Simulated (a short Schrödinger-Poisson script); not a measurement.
Structure: MOS inversion layer, SiO2 on p-type Si(100), at 300 K.

```
layer  material  thickness (nm)  Na (cm⁻³)
-----  --------  --------------  ---------
1          SiO2             1.6          -
2            Si             340       4e17
```

The device is made up for the run: typed textbook-type constants, with dimensions and the other settings drawn at random. SiO2: permittivity 3.9, conduction-band edge (eV) 3.15, gap (eV) 9, electron mass (mₑ) 0.5. Si: permittivity 11.7, conduction-band edge (eV) 0, gap (eV) 1.124, Nv at 300 K (cm⁻³) 3.1e19.

Channel valleys (confinement mass, in-plane density-of-states mass, number): Δ2 0.916, 0.19, 2; Δ4 0.19, 0.417, 4. At the gate the conduction-band edge of layer 1 lies 3.32 eV − eVg above the Fermi level of the channel; the field vanishes at the back. Gaps are held at their typed values at every temperature. Mesh 0.03 nm at interfaces.

Solved with a short Schrödinger-Poisson script written for these runs: 1D Poisson equation in equilibrium, electrons quantum, Hartree (BenDaniel-Duke, 12 states a valley, the channel's in-plane mass for all, wave functions free to enter the dielectric), parabolic valleys, classical holes, full ionisation, no traps, pinning or gate leakage.

Only gate voltages with over 1e8 electrons/cm² are shown.

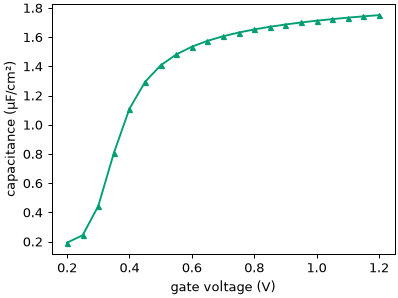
Figure: Quasi-static capacitance against gate voltage

```tsv
Vg (V)	electrons (cm⁻²)	C (μF/cm²)	Δ2 E0 (meV)	Δ2 E1 (meV)	Δ4 E0 (meV)	Δ4 E1 (meV)
0.2	2.74e9	0.193	205.6	265.3	250.9	349.6
0.25	1.45e10	0.244	162.1	223.0	208.2	308.8
0.3	6.74e10	0.444	121.9	184.0	168.8	271.3
0.35	2.24e11	0.807	90.0	153.8	138.1	242.4
0.4	5.04e11	1.11	68.1	133.8	117.6	223.7
0.45	8.67e11	1.29	52.9	120.8	104.0	211.7
0.5	1.28e12	1.41	41.6	111.7	94.3	203.6
0.55	1.73e12	1.48	32.6	105.0	87.0	197.7
0.6	2.19e12	1.53	25.0	99.8	81.1	193.3
0.65	2.68e12	1.57	18.6	95.5	76.3	189.8
0.7	3.17e12	1.61	12.8	92.0	72.1	186.9
0.75	3.67e12	1.63	7.7	89.0	68.5	184.5
0.8	4.19e12	1.65	2.9	86.4	65.3	182.5
0.85	4.70e12	1.67	-1.5	84.2	62.3	180.8
0.9	5.23e12	1.69	-5.6	82.1	59.7	179.3
0.95	5.75e12	1.70	-9.5	80.3	57.2	178.0
1	6.29e12	1.71	-13.1	78.7	54.9	176.8
1.05	6.82e12	1.72	-16.7	77.2	52.8	175.7
1.1	7.36e12	1.73	-20.0	75.8	50.7	174.8
1.15	7.90e12	1.74	-23.3	74.5	48.8	173.9
1.2	8.45e12	1.75	-26.4	73.4	47.0	173.2
```

Subbands count from the Fermi level.
